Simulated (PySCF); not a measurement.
**C5H8ClNSi: electronic excitations**

Wanted: the electronic excitations of C5H8ClNSi (`C=C(C#N)[Si](C)(C)Cl`), by calculation.

Computed with PySCF 2.14.0, with density-fitted response routines of our own, on a single molecule in the gas phase. Atoms count from 0, in the outputs and in this text.

**1. The molecule as given**

16 atoms, charge 0, multiplicity 1; geometry from: GFN2-xTB.

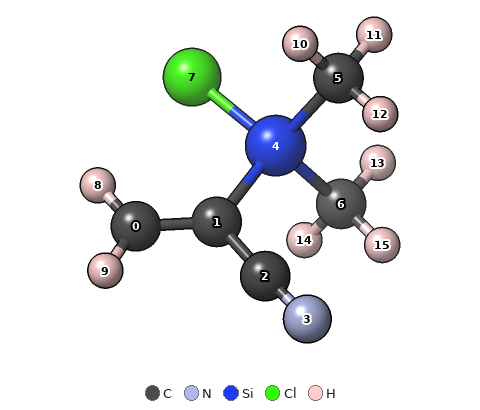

The starting geometry (carbon dark grey, nitrogen light blue, silicon blue, chlorine green, hydrogen pink), atoms numbered; sticks join atoms by distance.

**2. TDDFT and polarisability: B3LYP/def2-SVPD**

What the job is given:

```
{"job": {"kind": "uv", "xc": "B3LYP", "basis": "def2-SVPD", "nstates": 8, "ntriplets": 3}, "charge": 0, "multiplicity": 1}
C     -2.420477    -0.625350    -0.269032
C     -1.265419    -0.318450     0.322532
C     -1.187150    -0.258243     1.728071
N     -1.073576    -0.198417     2.868409
Si     0.368051     0.065495    -0.592521
C      0.878406     1.856815    -0.209782
C      1.684138    -1.192796    -0.045305
Cl    -0.002357    -0.134909    -2.585749
H     -2.497713    -0.677296    -1.342215
H     -3.317275    -0.833591     0.294615
H      0.131689     2.567569    -0.554060
H      1.817883     2.109222    -0.693249
H      1.006116     2.004960     0.858396
H      2.643542    -0.986141    -0.511014
H      1.402166    -2.208095    -0.311691
H      1.824378    -1.161830     1.031185
```

Method: TDDFT B3LYP/def2-SVPD, vertical, gas phase, core orbitals frozen in the response.

Launch:

```
$ OMP_NUM_THREADS=1 python probes_run.py task.json out
```

This one command runs all jobs of the session in turn.

What it wrote:

```text
coarse grid: 14704 points
cycle   1  E = -999.2473551496  dE =  7.395e-01  |g| = 6.156e-01  |ddm| = 6.341e+00
cycle   2  E = -999.0821182325  dE =  1.652e-01  |g| = 1.042e+00  |ddm| = 2.409e+00
cycle   3  E = -999.3235059688  dE = -2.414e-01  |g| = 3.103e-01  |ddm| = 1.603e+00
cycle   4  E = -999.3457669614  dE = -2.226e-02  |g| = 3.413e-02  |ddm| = 3.684e-01
cycle   5  E = -999.3460012854  dE = -2.343e-04  |g| = 1.384e-02  |ddm| = 7.438e-02
cycle   6  E = -999.3460542340  dE = -5.295e-05  |g| = 1.956e-03  |ddm| = 2.772e-02
cycle   7  E = -999.3460551264  dE = -8.924e-07  |g| = 6.039e-04  |ddm| = 5.002e-03
final grid: 133680 points
cycle   8  E = -999.4741156303  dE = -3.687e-05  |g| = 5.557e-03  |ddm| = 1.196e-01
cycle   9  E = -999.4741112050  dE =  4.425e-06  |g| = 6.847e-03  |ddm| = 2.077e-02
cycle  10  E = -999.4741235028  dE = -1.230e-05  |g| = 1.312e-03  |ddm| = 1.108e-02
cycle  11  E = -999.4741238671  dE = -3.643e-07  |g| = 3.242e-04  |ddm| = 1.768e-03
cycle  12  E = -999.4741238887  dE = -2.167e-08  |g| = 9.733e-05  |ddm| = 5.312e-04
cycle  13  E = -999.4741238909  dE = -2.178e-09  |g| = 4.252e-05  |ddm| = 2.044e-04
cycle  14  E = -999.4741238914  dE = -5.030e-10  |g| = 9.954e-06  |ddm| = 8.013e-05
converged SCF energy = -999.4741238914

Static polarisability (au): isotropic 102.276, principal 85.184 103.572 118.072

Singlet excitations
state   eV       nm        f      main configurations
  1   5.5068    225.1   0.00291   H-1->L 0.94
  2   5.8930    210.4   0.09476   H-2->L 0.61, H->L 0.37
  3   6.1208    202.6   0.14825   H->L 0.52, H-2->L 0.37
  4   6.5768    188.5   0.00209   H-3->L 0.60, H-5->L 0.24
  5   6.7334    184.1   0.00480   H->L+1 0.76, H->L+2 0.09, H-3->L 0.08
  6   6.8433    181.2   0.00437   H-5->L 0.68, H-3->L 0.26
  7   7.1231    174.1   0.01453   H-4->L 0.94
  8   7.2308    171.5   0.00018   H-6->L 0.93

Triplet excitations (Tamm-Dancoff, eV): 3.6966 5.1771 5.8014
```

Wall time 1.8 min (1 thread of Arm Neoverse N1, shared host); peak memory 0.9 GiB.

Frontier orbitals and where they lie:

```tsv
orbital	eV	atoms
HOMO−3	-9.65	Cl7 52 %, N3 17 %, C2 14 %
HOMO−2	-8.74	Cl7 42 %, C6 15 %, C5 13 %
HOMO−1	-8.70	Cl7 25 %, N3 17 %, C1 16 %
HOMO	-8.12	C0 28 %, C1 24 %, N3 19 %
LUMO	-2.00	C0 36 %, C1 25 %, N3 13 %
LUMO+1	-0.25	Cl7 24 %, Si4 16 %, N3 13 %
LUMO+2	0.24	Si4 13 %, C5 12 %, C6 12 %
```

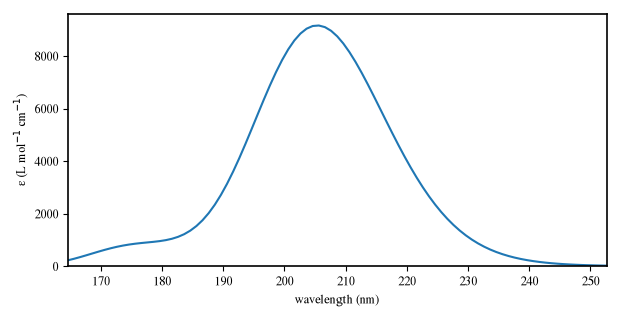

Absorption spectrum: each of the 8 states is a Gaussian band of 0.4 eV half-width at 1/e. Beyond the last state computed it falls off for lack of states.

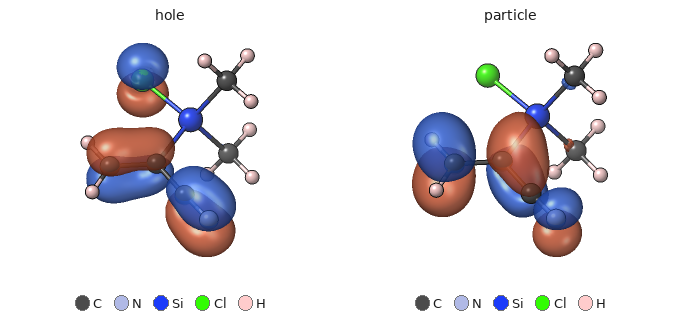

Leading natural transition orbitals of singlet state 3: the electron leaves the hole (left) for the particle orbital (right).

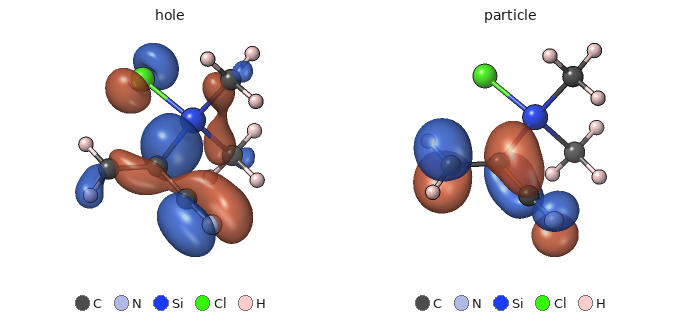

Leading natural transition orbitals of singlet state 1: the electron leaves the hole (left) for the particle orbital (right).

Ground-state properties from the same run:

```tsv
property	computed
dipole moment (D)	2.46
polarisability (Å³)	15.16
HOMO–LUMO gap (eV)	6.12
−ε(HOMO) (eV)	8.12
```

The fields below are evaluated on a grid from the run's orbitals.

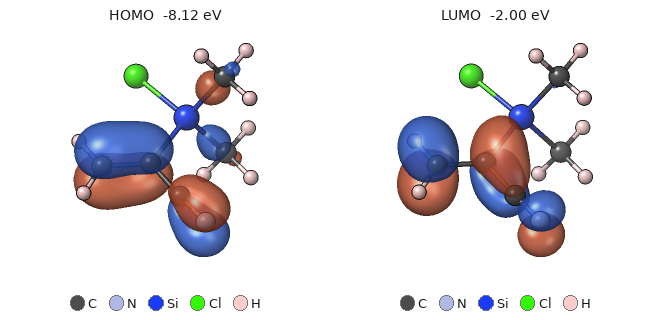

B3LYP/def2-SVPD orbitals near the gap, drawn at the value that encloses 70 % of each; the two colours are the two signs.

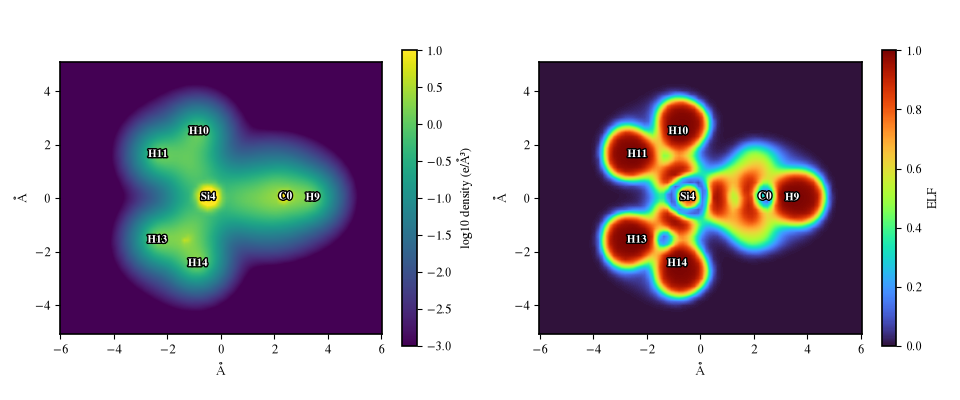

Density (left) and ELF (right) in a plane through or near 7 of the atoms.

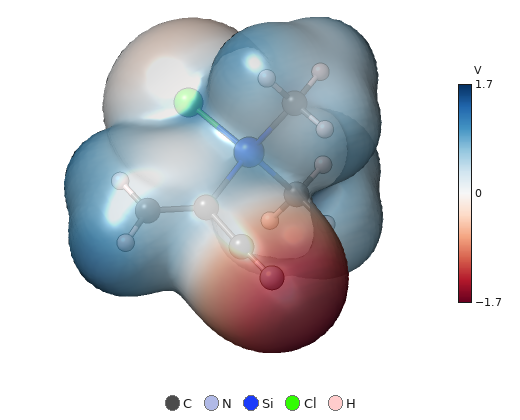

The potential that a unit positive charge feels on the 0.002 e/bohr³ surface, from -1.70 V near N3 to 1.11 V near H9.

**3. Summary of results**

| quantity | value |
| --- | --- |
| lowest singlet (B3LYP/def2-SVPD) | 5.51 eV (225 nm), f = 0.003 |
| brightest single state of those computed | state 3, 6.12 eV, f = 0.148 |
| lowest triplet | 3.70 eV |
| surface potential, least and greatest | -1.70 V and 1.11 V |

**Reading.** The first singlet state (HOMO−1→LUMO 0.94) lies at 5.51 eV and is weak; of the 8 states computed, the strongest absorption comes from state 3 at 6.12 eV. The lowest triplet lies 1.81 eV below the lowest singlet (triplets in Tamm-Dancoff, singlets in full TDDFT). At B3LYP/def2-SVPD, counted by nearest atom on the grid, the HOMO lies on C0, C1 about 26 % each; N3 22 %, the LUMO on C0 30 %; C1 23 %.
